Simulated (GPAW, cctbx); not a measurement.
## How far are the atoms of Zr3TaC4 from free atoms?

Question: by how much does bonding change the structure factors of Zr3TaC4?

The cell is our own: ordered rocksalt alloy in the eight-atom cube, 1 of 4 Zr sites given to Ta. All numbers below are calculated.

**1. Relax the structure**

The density hangs on the geometry, so cell and atoms are relaxed first, with the symmetry held. The cutoff is set higher than for the density because stress converges slowly with plane waves.

Settings: GPAW 26.7.0, PBE, 650 eV, 5×5×5 k-points, Fermi–Dirac width 0.1 eV, BFGS to 0.02 eV/Å.

```text
cell
1.0
     4.652500000    0.000000000    0.000000000
     0.000000000    4.652500000    0.000000000
     0.000000000    0.000000000    4.652500000
Ta C Zr
1 4 3
Direct
0.000000000 0.000000000 0.000000000
0.500000000 0.000000000 0.000000000
0.500000000 0.500000000 0.500000000
0.000000000 0.000000000 0.500000000
0.000000000 0.500000000 0.000000000
0.000000000 0.500000000 0.500000000
0.500000000 0.000000000 0.500000000
0.500000000 0.500000000 0.000000000
```

```console
$ OMP_NUM_THREADS=1 mpirun -n 4 gpaw python run.py > gpaw.log
```

```text
BFGS:    0      -75.527931        0.174133
BFGS:    1      -75.529165        0.156374
BFGS:    2      -75.533677        0.000054
cell  4.6383 4.6383 4.6383  90.00 90.00 90.00
volume 99.790 A^3, largest force 0.000 eV/A, largest stress 0.00 GPa
```

After 2 steps the volume has changed by -0.9 % and the energy by -0.006 eV; the largest stress left is 0.00 GPa. It took 2.6 min on 4 cores of Arm Neoverse N1 (shared host), peak memory 0.87 GiB.

Relaxed structure: Pm-3m (no. 221), a = 4.6383 Å, b = 4.6383 Å, c = 4.6383 Å, α = 90.00°, β = 90.00°, γ = 90.00°.

| atom | mult. | x | y | z |
| --- | --- | --- | --- | --- |
| Ta1 | 1 | 0 | 0 | 0 |
| Zr1 | 3 | 0 | 1/2 | 1/2 |
| C1 | 3 | 1/2 | 0 | 0 |
| C2 | 1 | 1/2 | 1/2 | 1/2 |

**2. The all-electron density**

X-rays see the whole electron density, so the PAW density is rebuilt with its core regions. Subtracting spherical free atoms from the same code cancels the cores and leaves the deformation density Δρ, the part due to bonding.

Settings: PBE, 600 eV, 7×7×7 k-points, Fermi–Dirac width 0.1 eV; primitive cell of 8 atoms.

```console
$ OMP_NUM_THREADS=1 mpirun -n 4 gpaw python run.py > gpaw.log
```

```text
|iter:   1|       0s |  -83.869146 | +0.29 |       |
|iter:   2|       6s |  -81.211563 | -0.79 | -0.81 |
|iter:   3|      12s |  -75.573087 | +0.15 | -0.88 |
...
|iter:  14|      50s |  -75.574982c| -6.80 | -6.01c|
|iter:  15|      52s |  -75.574982c| -7.05 | -6.35c|
|iter:  16|      55s |  -75.574982c| -7.53c| -6.38c|
```

```text
grid (54, 54, 54)  electrons 217.000  moved by bonding 2.121 e
deformation density beyond 0.5 A of the nuclei: max 0.102, min -0.114 e/A^3
atom        x       y       z   Voronoi charge  moment
Ta1    0.0000  0.0000  0.0000      0.601       0.00
Zr2    0.0000  0.5000  0.5000      0.424       0.00
Zr3    0.5000  0.0000  0.5000      0.424       0.00
Zr4    0.5000  0.5000  0.0000      0.424       0.00
C 5    0.5000  0.0000  0.0000     -0.457       0.00
C 6    0.5000  0.5000  0.5000     -0.502       0.00
C 7    0.0000  0.0000  0.5000     -0.457       0.00
C 8    0.0000  0.5000  0.0000     -0.457       0.00
mean inner potential of superposed free atoms 27.762 V
total magnetic moment 0.000 muB
```

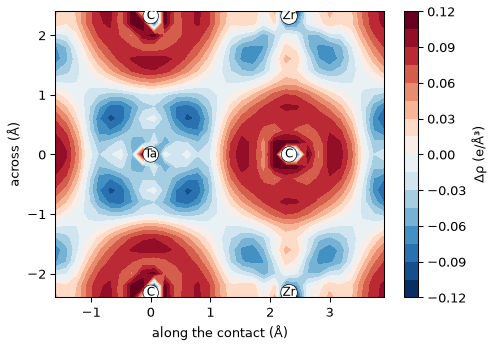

Deformation density in a plane through the shortest contact of the Ta atom at the origin; red gains electrons, blue loses them.

C gains most (-0.47 e) and Ta loses most (+0.60 e), in averages over each element's sites; C is the most electronegative element, but the order of the others doesn't follow electronegativity. Such charges fall far short of formal ones, since overlapping free atoms already put density on their neighbours. Along the shortest contact from the Ta atom at the map's origin, Ta–C at 2.32 Å, Δρ is +0.03 e/Å³ at the midpoint and highest, +0.10, 1.54 Å from Ta (points within 0.5 Å of a nucleus left out): little sits at the middle, as in a polar contact, whose build-up shifts to the more electronegative atom. At the midpoints of other shortest contacts it is +0.05 (Zr–C, 2.32 Å) and -0.01 (Ta–Zr, 3.28 Å) e/Å³. Point values carry grid noise of about 0.01 e/Å³. The run needed 16 iterations, 88 s.

**3. Structure factors**

The Fourier components of Δρ, added to those of the free atoms, give the static X-ray structure factors; the Mott–Bethe relation turns them into the Fourier components V of the potential that fast electrons feel.

```text
static structure factors of the conventional cell: F in electrons, V (Mott-Bethe) in volts
   h  k  l      d  |F| table  |F| free   |F| DFT   change   |V| free  |V| DFT  change %
   0  1  0  4.6383    32.307    32.244    32.073   -0.171     0.747    0.916     22.7
   0  1  1  3.2798    31.414    31.371    31.303   -0.068     0.805    0.838      4.2
   1  1  1  2.6779   143.529   143.434   141.987   -1.446     8.421    8.898      5.7
   0  2  0  2.3192   165.978   165.820   166.476    0.657    12.644   12.482     -1.3
   0  2  1  2.0743    29.269    29.191    29.149   -0.042     0.753    0.761      1.1
   1  2  1  1.8936    28.683    28.582    28.558   -0.024     0.728    0.732      0.6
   0  2  2  1.6399   145.089   145.026   145.003   -0.023     8.891    8.893      0.0
   1  2  2  1.5461    27.086    26.958    26.971    0.013     0.663    0.662     -0.2
   0  3  0  1.5461    27.086    26.958    26.950   -0.008     0.663    0.664      0.1
   0  3  1  1.4668    26.591    26.466    26.477    0.011     0.646    0.645     -0.2
   1  3  1  1.3985   117.459   117.456   117.833    0.376     4.630    4.597     -0.7
   2  2  2  1.3390   131.611   131.696   131.494   -0.202     7.025    7.041      0.2
   0  3  2  1.2864    25.208    25.107    25.131    0.023     0.600    0.598     -0.3
   1  3  2  1.2396    24.780    24.689    24.716    0.027     0.587    0.585     -0.3
```

The largest X-ray change is -1.45 e on 111, 1.0 % of |F|. For electrons V goes as (Z − F)/g², so a change of F counts against Z − F, which is small at low angle and wherever the atoms' terms cancel: |V| of 010 moves by +22.7 % (0.75 to 0.92 V) against -0.5 % in |F|. The tabulated Hartree–Fock atoms differ from the free DFT atoms by up to 0.16 e, so the choice of reference atom matters too.

**4. Answer**

Bonding moves 2.12 e in the primitive cell of Zr3TaC4 and changes the structure factors of the conventional cell in the table above by at most 1.45 e (111, 1.0 %). The shortest bond, Ta–C, has Δρ = +0.03 e/Å³ at its midpoint, low for a shared bond; with the charge transfer this is a polar contact. Limits: static density, frozen cores, no spin–orbit coupling.

[Outputs are excerpts: Python notices, other lines and further rows are left out; steps that failed or that the build refused (PBEsol, TPSS) are not shown.]

[Logs are printed without paths, hosts, clocks, repeated set-up lines and the standing remarks that a program may print on its own settings, such as how far it seeks lower states.]
